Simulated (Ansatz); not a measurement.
```xyz
11

C    -0.3415    2.0722   -1.1303
B     0.1636    0.9893   -0.1018
O    -0.2741   -0.2928   -0.1909
Sn    0.3114   -1.7825    1.0789
H    -1.0554    1.6754   -1.8791
H    -0.8206    2.9171   -0.5883
H     0.5253    2.5218   -1.6631
H     0.9605    1.3087    0.7873
H     1.3738   -1.0822    2.2431
H     1.0738   -2.9401    0.0546
H    -1.1639   -2.3674    1.7505
```

Geometry: PBE-D3(BJ)/def2-SVP; core potentials replace the inner electrons of Sn.

The calculation used isolated molecule in a Gaussian basis; Kohn-Sham density functional theory, functional PBE0 in Ansatz.

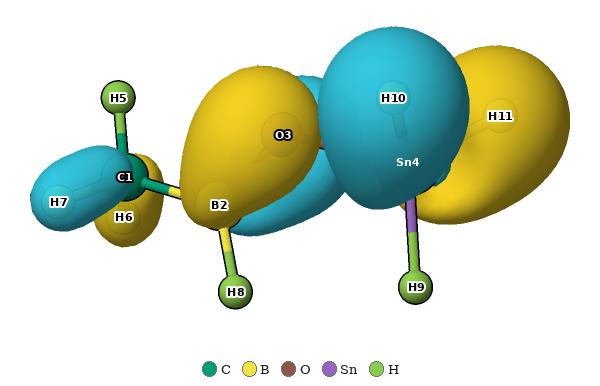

CH₇BOSn. The HOMO−1 at ±0.1 Å⁻³ᐟ² (yellow and cyan are the two phases), seen at a tilt.

Describe this orbital and give its energy.

Answer. It lies mainly on O3 (about 35 %), Sn4 (about 20 %), H10 (about 15 %), H11 (about 15 %) and B2 (about 5 %). Its energy is −9.03 eV.
